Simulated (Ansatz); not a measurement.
# Si2H5OF (SMILES O[SiH](F)[SiH3]): HF/3-21G

What is the energy change on altering one bond length of Si2H5OF at HF/3-21G? 

Program for the calculation: Ansatz 0.2.0.

75 further runs of the same task are left out: 75 set aside as unsound or not needed.

## Step 1: Starting point

Si2H5OF has 9 atoms, charge 0, and is taken as a singlet. As SMILES, `O[SiH](F)[SiH3]`. The coordinates come from a PBE0-D4/def2-TZVP relaxation. This is one conformer, not always the lowest.

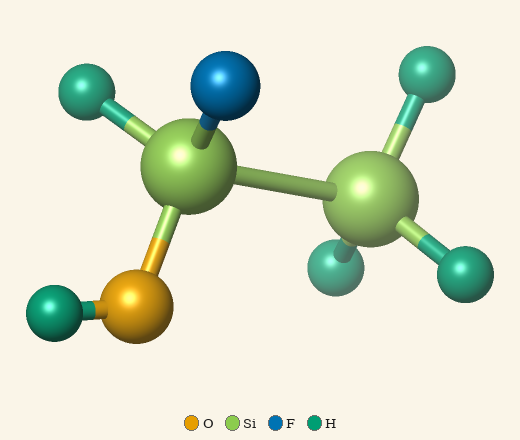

The structure, seen from a chosen angle (oxygen amber, silicon green, fluorine blue, hydrogen teal).

## Step 2: A single-point energy at HF/3-21G

The input, run.yaml:

```yaml
crystal:
  periodic: [false, false, false]
  atoms:
    - {symbol: O, position_ang: [-0.392500, -0.610800, 1.768100]}
    - {symbol: Si, position_ang: [-0.831500, -0.160600, 0.257700]}
    - {symbol: F, position_ang: [-1.775600, 1.133800, 0.319400]}
    - {symbol: Si, position_ang: [1.135000, 0.371100, -0.891700]}
    - {symbol: H, position_ang: [-1.050500, -1.005600, 2.343000]}
    - {symbol: H, position_ang: [-1.664600, -1.215400, -0.380600]}
    - {symbol: H, position_ang: [0.798700, 0.860600, -2.255200]}
    - {symbol: H, position_ang: [1.981700, -0.845200, -1.013900]}
    - {symbol: H, position_ang: [1.887800, 1.425600, -0.163800]}
basis:
  gaussian:
    orbitals: 3-21G.json
output: {orbitals: {seedname: orbitals}}
hamiltonian:
  xc: hf
accuracy: high
```

The basis set 3-21G is read from a file made from the Basis Set Exchange's data (not shown).

On the command line:

```bash
$ ansatz run run.yaml --threads 1 --pin off --max-ram 3480MiB --events-out events.jsonl --progress --plain --runs-dir runs
```

The log of the run:

```text
Warning: RAYON_NUM_THREADS=1 ignored (pool sized by the plan → 1); use --threads N
Functional definition: HF
  name "HF"
  exchange = exact_x
  correlation = 0
1208 factors; integrals over basis functions are off by at most 7.1e-9 eV
mean field evaluation 1: about -20436.4138 eV, gradient 3.6e1 eV
mean field evaluation 2: about -20436.7136 eV, gradient 3.7e1 eV
mean field evaluation 4: about -20439.2511 eV, gradient 1.7e0 eV
mean field evaluation 8: about -20439.2810 eV, gradient 2.0e-1 eV
mean field evaluation 16: about -20439.2811 eV, gradient 3.1e-8 eV
mean field -20439.28113709 eV, -751.1297275458 hartree, gradient 3.1e-8 eV, S^2 0.000000; 0 other end points of the search recorded, 0 dependent functions left out
reference -20439.28113709 eV, -751.1297275458 hartree; 25, 25 occupied and 29, 29 virtual orbitals, 1208 factors
Total energy: -20439.28113709 eV, -751.1297275458 hartree
```

Run time: 0.51 s. Hardware: 1 thread of Intel Xeon 6975P-C (Granite Rapids), shared host; peak memory 0.13 GiB.

## Step 3: The distorted shape, same level

The input, molecule.yaml:

```yaml
crystal:
  periodic: [false, false, false]
  atoms:
    - symbol: O
      position_ang: [-0.505408, -0.768958, 1.658927]
    - symbol: Si
      position_ang: [-0.944408, -0.318758, 0.148527]
    - symbol: F
      position_ang: [-1.888508, 0.975642, 0.210227]
    - symbol: Si
      position_ang: [1.022092, 0.212942, -1.000873]
    - symbol: H
      position_ang: [-1.163408, -1.163758, 2.233827]
    - symbol: H
      position_ang: [-1.777508, -1.373558, -0.489773]
    - symbol: H
      position_ang: [0.685792, 0.702442, -2.364373]
    - symbol: H
      position_ang: [1.868792, -1.003358, -1.123073]
    - symbol: H
      position_ang: [1.887800, 1.425600, -0.163800]
basis:
  gaussian: {orbitals: 3-21G.json}
total_charge: 0
hamiltonian: {xc: hf}
accuracy: high
output: {orbitals: {seedname: orbitals}}
```

The basis set 3-21G is read from a file made from the Basis Set Exchange's data (not shown).

On the command line:

```bash
$ ansatz run molecule.yaml --threads 1 --pin off --max-ram 3480MiB --events-out events.jsonl --progress --plain --runs-dir runs
```

The log of the run:

```text
Warning: RAYON_NUM_THREADS=1 ignored (pool sized by the plan → 1); use --threads N
Functional definition: HF
  name "HF"
  exchange = exact_x
  correlation = 0
1211 factors; integrals over basis functions are off by at most 7.1e-9 eV
mean field evaluation 1: about -20436.0653 eV, gradient 3.6e1 eV
mean field evaluation 2: about -20436.3565 eV, gradient 3.7e1 eV
mean field evaluation 4: about -20438.9057 eV, gradient 1.7e0 eV
mean field evaluation 8: about -20438.9358 eV, gradient 1.9e-1 eV
mean field evaluation 16: about -20438.9359 eV, gradient 3.0e-8 eV
mean field -20438.93593819 eV, -751.1170417202 hartree, gradient 3.0e-8 eV, S^2 0.000000; 0 other end points of the search recorded, 0 dependent functions left out
reference -20438.93593819 eV, -751.1170417202 hartree; 25, 25 occupied and 29, 29 virtual orbitals, 1211 factors
Total energy: -20438.93593819 eV, -751.1170417202 hartree
```

It took 0.5 s on 1 thread of Intel Xeon 6975P-C (Granite Rapids), shared host; peak memory 0.13 GiB.

## Step 4: Results

Level: HF/3-21G.

| quantity | value |
| --- | --- |
| first shape: total energy | -751.12973 Eh |
| first shape: HOMO energy | -11.19 eV |
| first shape: LUMO energy | 3.75 eV |
| first shape: HOMO–LUMO gap | 14.93 eV |
| distorted shape: total energy | -751.11704 Eh |
| distorted shape: HOMO energy | -11.18 eV |
| distorted shape: LUMO energy | 3.37 eV |
| distorted shape: HOMO–LUMO gap | 14.55 eV |
| energy change with the Si4–H9 bond stretched from 1.486 to 1.709 Å | 0.345 eV |

**Reading.** With the Si4–H9 bond stretched from 1.486 to 1.709 Å the energy rises by 0.35 eV (33.3 kJ/mol). The first shape isn't relaxed at this level, so the change isn't measured from a minimum.
